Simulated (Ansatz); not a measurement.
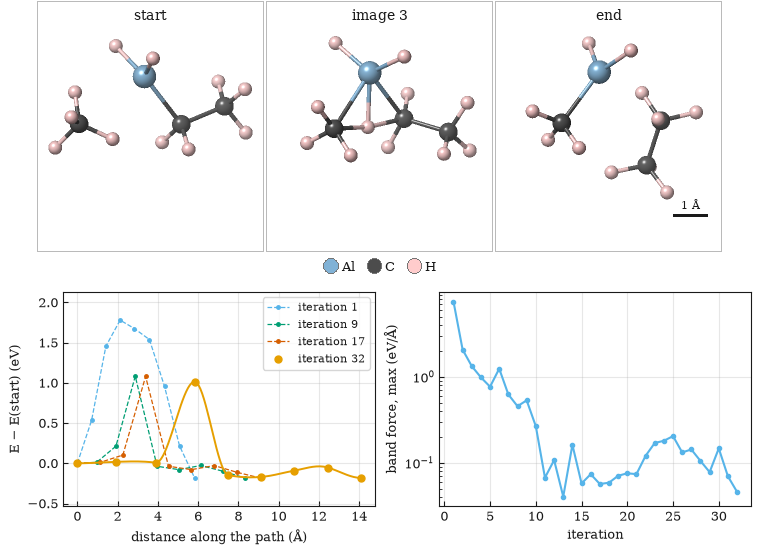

A search for the minimum-energy path of C$_{3}$H$_{11}$Al by the nudged elastic band. Images are numbered from 0 (start) to 8 (end). The plot follows the band through its iterations. Style: ball-and-stick. Shown at a tilt.

These are results of RKS LDA/def2-SVP (Ansatz 0.2.0), not measurements. Run with 7 movable images; climbing image; force threshold 0.05 eV/Å; iteration limit 60; spring constant 20.0 eV/Å²; starting path through a guess of the saddle point.

Did the band converge, and can the barrier be trusted?

The run is converged, with reservations. The band converged in 32 iterations. The largest component of the band force went from 7.5 to 0.046 eV/Å. The climbing image converged on the top of the path. Its curvatures weren't checked. The first iteration put the highest image at 1.78 eV. The highest point, image 3, lies 1.01 eV above the start and 1.20 eV above the end; the end is at −0.18 eV relative to the start.
